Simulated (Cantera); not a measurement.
A closed system holds: 1 mol Si, 0.053 mol N2O, 22 mol H2, at 760 Pa.

These are equilibrium values from Cantera (NASA tables, ideal gas, pure condensed phases), not measurements of a reactor. Candidate condensed phases: H2O, Si, SiO2, Si2N2O, Si3N4; 35 gas species. Mutual solubility and eutectic melting of coexisting phases are not modelled. Rates play no part.

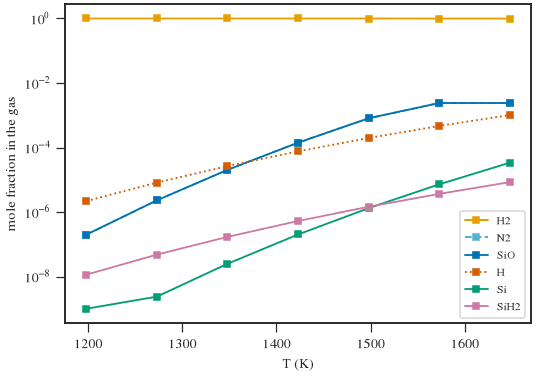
Figure: Equilibrium gas composition (values under 1e-9 drawn at 1e-9)

From 1198 K to 1498 K the condensed part is Si(s) + Si2N2O(s). From 1573 K to 1648 K the condensed part is Si(s). The main Si-bearing gas is SiO throughout.
